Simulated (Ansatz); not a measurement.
## Electronic structure of ClFH$_{2}$Si in real space

```yaml
atoms:
  - { symbol: Si, position_ang: [0.0104, -0.0176, 0.0119] }
  - { symbol: Cl, position_ang: [0.0036, -0.0062, 2.0849] }
  - { symbol: H, position_ang: [1.4260, 0.0297, -0.4681] }
  - { symbol: F, position_ang: [-0.7616, 1.3198, -0.5324] }
  - { symbol: H, position_ang: [-0.7383, -1.2198, -0.4683] }
```

All numbers below come from RKS revPBE/def2-SVP in Ansatz 0.2.0.

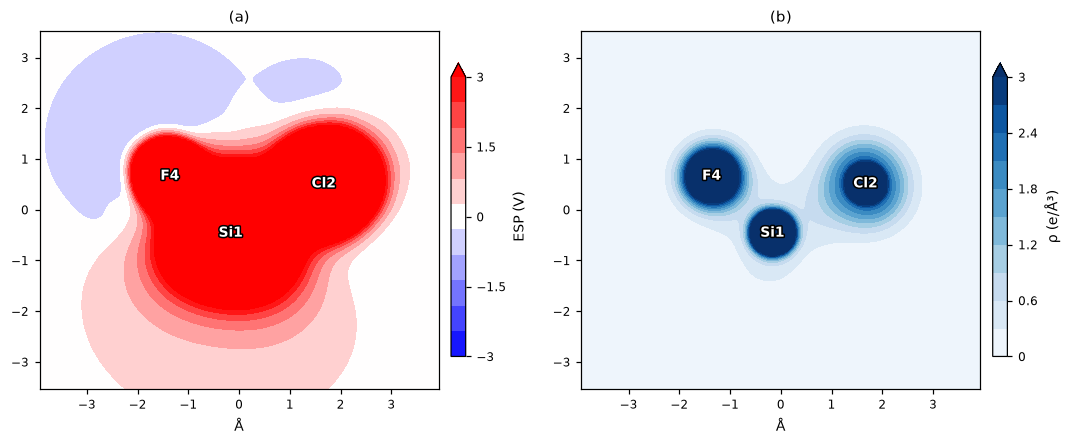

Figure 1. (a) electrostatic potential; (b) total electron density on the plane of atoms Cl2, Si1 and F4.

Q: Read the bonding off the picture.

A:
- The plane passes through Si, Cl and F nuclei.
- Si–F (1.64 Å): the density is about 0.98 e/Å³ at the midpoint.
- Si–Cl (2.07 Å): the density is about 0.83 e/Å³ at the midpoint.
- Outside the dense part of the molecule the potential is most negative (−0.8 V) near F4.

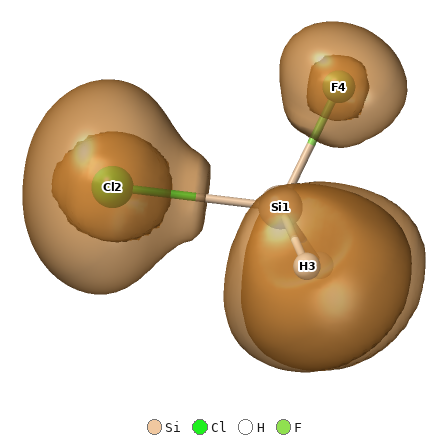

Figure 2. Isosurface of the electron localisation function at 0.75 (orange), seen across its widest extent. Only the valence region is drawn (cores and ρ < 0.01 e/Å³ removed).

Q: Identify the bonds, lone pairs and shells in this picture.

A: The surface consists of two regions around hydrogen nuclei, one region on Cl in which the atom's valence shell and bonds are merged and one region wrapped around F (its lone pairs, merged into a ring or cap).


Si–F (1.64 Å): the ELF peaks at about 0.85 in the valence shell of F, 0.6 Å from its nucleus, and is about 0.50 at the midpoint. Si–Cl (2.07 Å): the ELF peaks at about 0.90 between the atoms, as expected for a polar covalent bond.

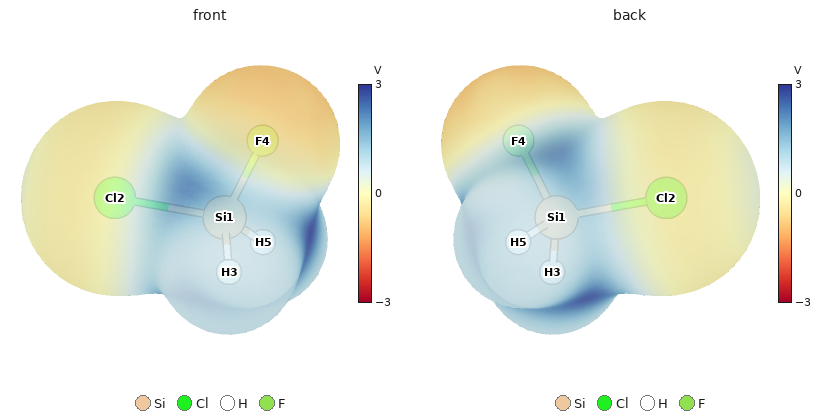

Figure 3. The electrostatic potential painted on the density surface at 0.004 e/bohr³, seen from the front and from behind; red is negative and blue positive.

Q: Where is the surface potential most negative and most positive?

A: The most negative region (about −0.8 V, or −18 kcal/mol for a unit charge) lies over F4, the most positive (about +2.7 V, or +62 kcal/mol for a unit charge) over Si1. Cl2 shows a σ-hole: about +0.3 V, or +7 kcal/mol for a unit charge at the tip opposite its bond, against about −0.2 V on its flanks.
